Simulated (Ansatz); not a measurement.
# C2H4ClFOSi: what the fields show

```yaml
atoms:
  - { symbol: F, position_ang: [-1.8049, -0.3359, 0.3249] }
  - { symbol: C, position_ang: [-0.4963, -0.0604, 0.0195] }
  - { symbol: C, position_ang: [0.2668, -1.3201, -0.2927] }
  - { symbol: Cl, position_ang: [-0.3474, -2.1208, -1.7912] }
  - { symbol: O, position_ang: [-0.3751, 0.9956, -0.9147] }
  - { symbol: Si, position_ang: [0.2405, 1.5473, 0.6105] }
  - { symbol: H, position_ang: [1.3375, -1.0924, -0.4505] }
  - { symbol: H, position_ang: [0.1616, -2.0397, 0.5415] }
  - { symbol: H, position_ang: [-0.6088, 2.5412, 1.3323] }
  - { symbol: H, position_ang: [1.7090, 1.8339, 0.6235] }
```

These are results of RKS PBE-D4/def2-SVP in Ansatz, not measurements.

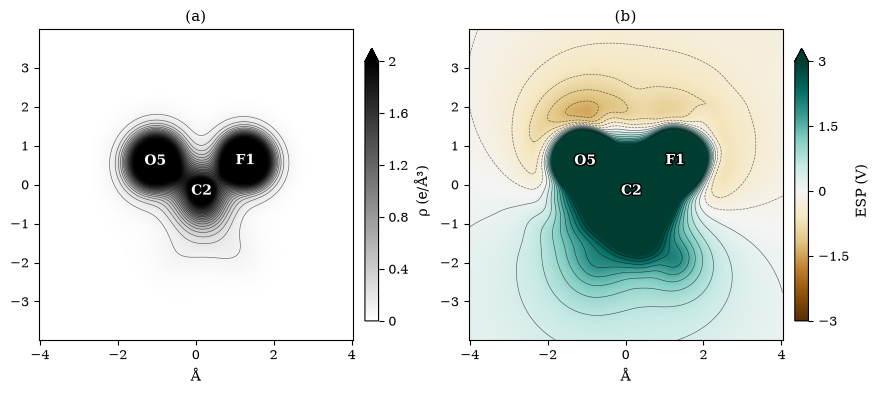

Figure 1. (a) electron density; (b) electrostatic potential on the plane of atoms F1, C2 and O5.

What does the map show?

Answer.
- Atoms in the plane: F, C and O.
- C–F (1.37 Å): ρ at the midpoint is about 2.1 e/Å³, with its minimum of 1.7 e/Å³ about 0.5 Å from C.
- C–O (1.42 Å): ρ at the midpoint is about 2.1 e/Å³, with its minimum of 1.8 e/Å³ about 0.5 Å from C.
- Outside the dense part of the molecule the potential is most negative (−1.4 V) near O5.

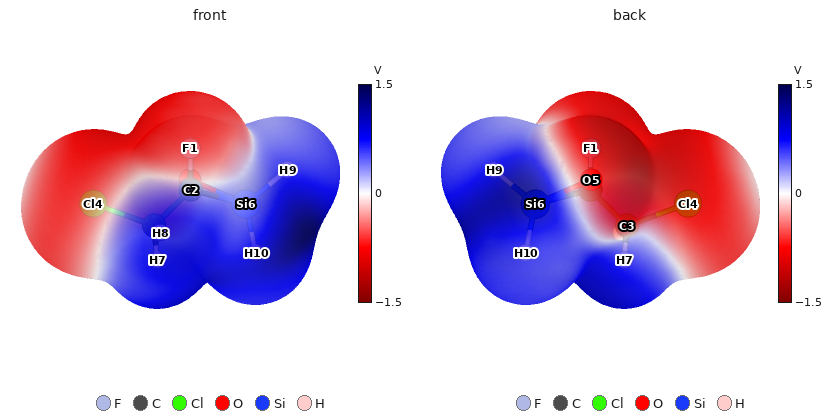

Figure 2. The molecular electrostatic potential painted on the density surface at 0.001 e/bohr³, seen from the front and from behind; the colour scale runs from red (negative) to blue (positive).

Describe the electrostatic potential map.

Answer. The most negative region (about −1.3 V, or −30 kcal/mol for a unit charge) lies over O5, the most positive (about +1.5 V, or +35 kcal/mol for a unit charge) over Si6. O5 is the likeliest acceptor of a hydrogen bond.

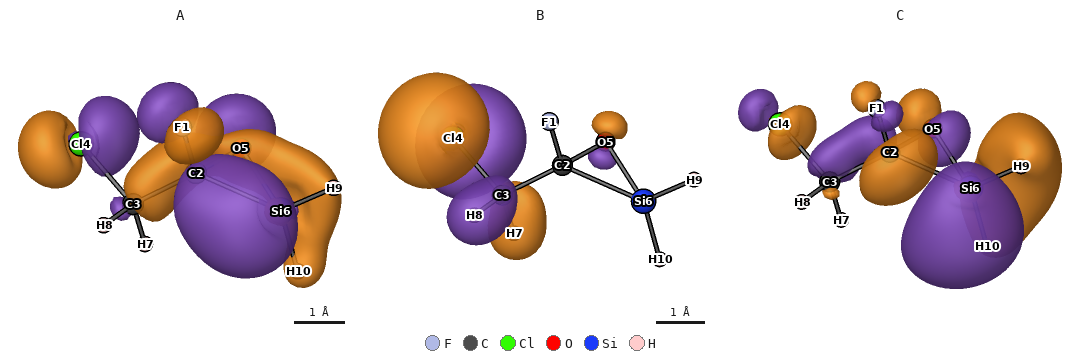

Figure 3. Three frontier orbitals at ±0.1 Å⁻³ᐟ² (orange and purple are the two phases), in no order.

Which picture is the HOMO−1, the HOMO and the LUMO?

Answer. B is the HOMO−1 (−6.80 eV). It lies mainly on Cl4 (about 85 %) and C3 (about 5 %); largely a lone pair of Cl4. A is the HOMO (−6.31 eV). It lies mainly on Si6 (about 25 %), C2 (about 20 %), O5 (about 20 %), F1 (about 10 %) and Cl4 (about 10 %). C is the LUMO (−1.84 eV). By Hirshfeld shares it lies mainly on Si6 (about 60 %), C2 (about 15 %) and O5 (about 10 %).

What is the HOMO–LUMO gap?

Answer. 4.47 eV between the orbital energies.
